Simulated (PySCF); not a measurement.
# CCSD(T)/STO-3G run of H3PO (SMILES O=[PH3])

Aim: the energy change on altering one bond length of H3PO at CCSD(T)/STO-3G, from 2 runs. The job is set up through a Python script.

The results are computed with PySCF 2.14.0.

8 further runs of the same task are left out: 8 set aside as unsound or not needed.

### 1 The molecule

H3PO: 5 atoms, total charge 0, spin state singlet. As SMILES, `O=[PH3]`. The coordinates come from a GFN2-xTB relaxation.

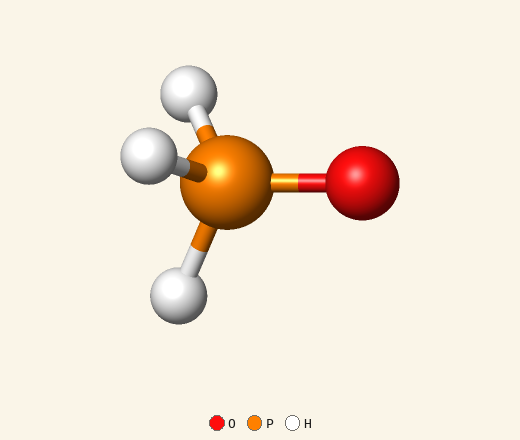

Viewed from a chosen angle; oxygen red, phosphorus orange, hydrogen white.

### 2 A single-point energy at CCSD(T)/STO-3G

The input, calc.py:

```python
# O=[PH3]
from pyscf import gto, cc

mol = gto.Mole()
mol.atom = '''
O   -1.381960  -0.328270   0.532950
P   -0.058510  -0.014650   0.022530
H    0.807060   0.564860   0.939400
H    0.663660  -1.098320  -0.454890
H   -0.030250   0.876380  -1.039990
'''
mol.verbose = 3
mol.charge = 0
mol.basis = 'sto-3g'
mol.max_memory = 1860
mol.build()

calc0 = mol.RHF()
calc0.conv_tol = 1e-10
calc0.kernel()
if not calc0.converged:
    calc0 = calc0.newton().run(calc0.mo_coeff, calc0.mo_occ)

mycc = cc.CCSD(calc0, frozen=6)
mycc.kernel()
e_t = mycc.ccsd_t()
energy = mycc.e_tot + e_t
print(f'total energy: {energy:.8f} hartree')
```

On the command line:

```console
$ OMP_NUM_THREADS=1 python calc.py
```

The program printed:

```text
converged SCF energy = -412.3314600518
E(CCSD) = -412.4404713088319  E_corr = -0.1090112570314612
CCSD(T) correction = -0.0062298374851984
total energy: -412.44670115 hartree
```

Wall time 0.79 s (1 thread of Arm Neoverse V2, shared host); peak memory 0.12 GiB.

### 3 The distorted shape at the same level

The input, mol.xyz:

```xyz
5

O     -2.043698    -0.485083     0.788165
P     -0.058510    -0.014650     0.022530
H      0.807060     0.564860     0.939400
H      0.663660    -1.098320    -0.454890
H     -0.030250     0.876380    -1.039990
```

The input, run.py:

```python
from pyscf import gto, scf, cc

mol = gto.Mole()
mol.atom = 'mol.xyz'
mol.spin = 0
mol.max_memory = 1860
mol.basis = 'sto-3g'
mol.charge = 0
mol.verbose = 4
mol.build()

myscf = scf.RHF(mol)
myscf.conv_tol = 1e-10
myscf.kernel()
if not myscf.converged:
    myscf = myscf.newton().run(myscf.mo_coeff, myscf.mo_occ)

mycc = cc.CCSD(myscf, frozen=6)
mycc.kernel()
e_t = mycc.ccsd_t()
e_final = mycc.e_tot + e_t
print('Final energy', e_final)
```

On the command line:

```console
$ OMP_NUM_THREADS=1 python run.py
```

The program printed:

```text
PySCF version 2.14.0

[INPUT] num. atoms = 5
[INPUT] num. electrons = 26
[INPUT] charge = 0
[INPUT] spin (= nelec alpha-beta = 2S) = 0
[INPUT] symmetry False subgroup None
[INPUT] Mole.unit = angstrom
[INPUT] Symbol           X                Y                Z      unit          X                Y                Z       unit  Magmom
[INPUT]  1 O     -2.043698000000  -0.485083000000   0.788165000000 AA   -3.862029501321  -0.916674017682   1.489415990968 Bohr   0.0
[INPUT]  2 P     -0.058510000000  -0.014650000000   0.022530000000 AA   -0.110567875548  -0.027684487725   0.042575529586 Bohr   0.0
[INPUT]  3 H      0.807060000000   0.564860000000   0.939400000000 AA    1.525122366091   1.067430698722   1.775208721416 Bohr   0.0
[INPUT]  4 H      0.663660000000  -1.098320000000  -0.454890000000 AA    1.254135639829  -2.075523997132  -0.859617516803 Bohr   0.0
[INPUT]  5 H     -0.030250000000   0.876380000000  -1.039990000000 AA   -0.057164215268   1.656118181046  -1.965296272286 Bohr   0.0

nuclear repulsion = 51.2130333634365
number of shells = 11
number of NR pGTOs = 51
number of NR cGTOs = 17
basis = sto-3g
ecp = {}

******** <class 'pyscf.scf.hf.RHF'> ********
method = RHF
initial guess = minao
damping factor = 0
level_shift factor = 0
DIIS = <class 'pyscf.scf.diis.CDIIS'>
diis_start_cycle = 1
diis_space = 8
diis_damp = 0
SCF conv_tol = 1e-10
SCF conv_tol_grad = None
SCF max_cycles = 50
direct_scf = True
direct_scf_tol = 1e-13
Set gradient conv threshold to 1e-05
Initial guess from minao.
init E= -411.573532783734
  HOMO = -0.336970920089987  LUMO = -0.0585748393960618  gap/eV = 7.57554
cycle= 1 E= -411.808262522417  delta_E= -0.235  |g|= 0.815  |ddm|= 2.39
  HOMO = 0.234005933199229  LUMO = 0.330292993067323  gap/eV = 2.62010
cycle= 2 E= -411.275445906903  delta_E= 0.533  |g|= 1.75  |ddm|= 3.91
  HOMO = -0.0119810670048267  LUMO = 0.369084955359208  gap/eV = 10.36933
cycle= 3 E= -412.288474118978  delta_E= -1.01  |g|= 0.194  |ddm|=  2.8
  HOMO = -0.263444196306514  LUMO = 0.422226695834686  gap/eV = 18.65806
cycle= 4 E= -412.324242473341  delta_E= -0.0358  |g|= 0.0424  |ddm|= 0.633
  HOMO = -0.281420593443395  LUMO = 0.393687981568315  gap/eV = 18.37064
cycle= 5 E= -412.325887521168  delta_E= -0.00165  |g|= 0.00982  |ddm|= 0.141
  HOMO = -0.279742871992583  LUMO = 0.385346324908352  gap/eV = 18.09800
cycle= 6 E= -412.325962850281  delta_E= -7.53e-05  |g|= 0.0015  |ddm|= 0.0347
  HOMO = -0.280673105647236  LUMO = 0.385567096715772  gap/eV = 18.12932
cycle= 7 E= -412.325964421779  delta_E= -1.57e-06  |g|= 0.00031  |ddm|= 0.00321
  HOMO = -0.280814314223916  LUMO = 0.385546166299676  gap/eV = 18.13259
cycle= 8 E= -412.325964494238  delta_E= -7.25e-08  |g|= 3.35e-05  |ddm|= 0.000818
  HOMO = -0.280816040946854  LUMO = 0.38553156645768  gap/eV = 18.13224
cycle= 9 E= -412.325964495166  delta_E= -9.28e-10  |g|= 7.72e-06  |ddm|= 0.00013
  HOMO = -0.280815660465925  LUMO = 0.385533458758333  gap/eV = 18.13228
cycle= 10 E= -412.325964495269  delta_E= -1.03e-10  |g|= 5.61e-06  |ddm|= 2.83e-05
  HOMO = -0.280816094702378  LUMO = 0.385535155357162  gap/eV = 18.13234
cycle= 11 E= -412.325964495463  delta_E= -1.94e-10  |g|= 2.79e-06  |ddm|= 7.87e-05
  HOMO = -0.280815939042403  LUMO = 0.385533655999205  gap/eV = 18.13230
cycle= 12 E= -412.325964495504  delta_E= -4.13e-11  |g|= 2.14e-07  |ddm|= 5.16e-05
  HOMO = -0.280815801431679  LUMO = 0.385533841932497  gap/eV = 18.13230
Extra cycle  E= -412.325964495505  delta_E= -2.27e-13  |g|= 9.2e-08  |ddm|= 4.98e-07
converged SCF energy = -412.325964495505

******** <class 'pyscf.cc.ccsd.CCSD'> ********
CC2 = 0
CCSD nocc = 7, nmo = 11
frozen orbitals 6
max_cycle = 50
direct = 0
conv_tol = 1e-07
conv_tol_normt = 1e-05
diis_space = 6
diis_start_cycle = 0
diis_start_energy_diff = 1e+09
Init t2, MP2 energy = -412.38268890507  E_corr(MP2) -0.0567244095649127
Init E_corr(CCSD) = -0.0567244095649184
cycle = 1  E_corr(CCSD) = -0.0740613732872563  dE = -0.0173369637  norm(t1,t2) = 0.051641
cycle = 2  E_corr(CCSD) = -0.0807207046902429  dE = -0.0066593314  norm(t1,t2) = 0.0254174
cycle = 3  E_corr(CCSD) = -0.0861014345908315  dE = -0.0053807299  norm(t1,t2) = 0.0171371
cycle = 4  E_corr(CCSD) = -0.0875781948983313  dE = -0.00147676031  norm(t1,t2) = 0.0109187
cycle = 5  E_corr(CCSD) = -0.0882240449420403  dE = -0.000645850044  norm(t1,t2) = 0.00634407
cycle = 6  E_corr(CCSD) = -0.0882680267330004  dE = -4.3981791e-05  norm(t1,t2) = 0.00257499
cycle = 7  E_corr(CCSD) = -0.0882665072656849  dE = 1.51946732e-06  norm(t1,t2) = 0.00150801
cycle = 8  E_corr(CCSD) = -0.0882600317561993  dE = 6.47550949e-06  norm(t1,t2) = 0.000882452
cycle = 9  E_corr(CCSD) = -0.0882637115021506  dE = -3.67974595e-06  norm(t1,t2) = 0.000506158
cycle = 10  E_corr(CCSD) = -0.0882593876722626  dE = 4.32382989e-06  norm(t1,t2) = 0.000114258
cycle = 11  E_corr(CCSD) = -0.0882563174866254  dE = 3.07018564e-06  norm(t1,t2) = 4.96324e-05
cycle = 12  E_corr(CCSD) = -0.0882545358328006  dE = 1.78165382e-06  norm(t1,t2) = 2.77654e-05
cycle = 13  E_corr(CCSD) = -0.0882532154945803  dE = 1.32033822e-06  norm(t1,t2) = 1.94097e-05
cycle = 14  E_corr(CCSD) = -0.0882522032289102  dE = 1.01226567e-06  norm(t1,t2) = 1.29046e-05
cycle = 15  E_corr(CCSD) = -0.0882513241736153  dE = 8.79055295e-07  norm(t1,t2) = 8.05269e-06
cycle = 16  E_corr(CCSD) = -0.0882506890581734  dE = 6.35115442e-07  norm(t1,t2) = 4.89319e-06
cycle = 17  E_corr(CCSD) = -0.0882503476541248  dE = 3.41404049e-07  norm(t1,t2) = 3.01941e-06
cycle = 18  E_corr(CCSD) = -0.0882502083332856  dE = 1.39320839e-07  norm(t1,t2) = 1.9586e-06
cycle = 19  E_corr(CCSD) = -0.0882502375225145  dE = -2.9189229e-08  norm(t1,t2) = 9.22993e-07
CCSD converged
E(CCSD) = -412.4142147330272  E_corr = -0.08825023752251453
CCSD(T) correction = -0.000626279707874321
Final energy -412.41484101273505
```

Wall time 0.89 s (1 thread of Arm Neoverse V2, shared host); peak memory 0.1 GiB.

### 4 What came out

At CCSD(T)/STO-3G, 6 core orbitals frozen:

| quantity | value |
| --- | --- |
| first shape: total energy | -412.44670 Eh |
| first shape: dipole moment (Hartree–Fock density) | 3.60 D |
| first shape: HOMO energy (Hartree–Fock orbitals) | -6.70 eV |
| first shape: LUMO energy (Hartree–Fock orbitals) | 13.06 eV |
| first shape: HOMO–LUMO gap (Hartree–Fock orbitals) | 19.76 eV |
| first shape: correlation energy (6 core orbitals frozen) | -115.2 mEh |
| first shape: (T) correction | -6.23 mEh |
| first shape: T1 diagnostic | 0.021 |
| distorted shape: total energy | -412.41484 Eh |
| distorted shape: dipole moment (Hartree–Fock density) | 3.17 D |
| distorted shape: HOMO energy (Hartree–Fock orbitals) | -7.64 eV |
| distorted shape: LUMO energy (Hartree–Fock orbitals) | 10.49 eV |
| distorted shape: HOMO–LUMO gap (Hartree–Fock orbitals) | 18.13 eV |
| distorted shape: correlation energy (6 core orbitals frozen) | -88.9 mEh |
| distorted shape: (T) correction | -0.63 mEh |
| distorted shape: T1 diagnostic | 0.010 |
| energy change with the O1–P2 bond stretched from 1.453 to 2.179 Å | 0.867 eV |

What this shows: With the O1–P2 bond stretched from 1.453 to 2.179 Å the energy rises by 0.87 eV (20.0 kcal/mol). The first shape isn't relaxed at this level, so the change isn't measured from a minimum. The minimal basis adds a large error of its own. The T1 diagnostic (first shape) of 0.021 is above the customary mark for such species, so a single reference may not serve. Mulliken charges (first shape) of the mean-field density run from -0.61 on O1 to +0.93 on P2; they depend strongly on the basis. The triples (first shape) make up 5.4 % of the correlation energy. The triples (distorted shape) make up 0.7 % of the correlation energy.
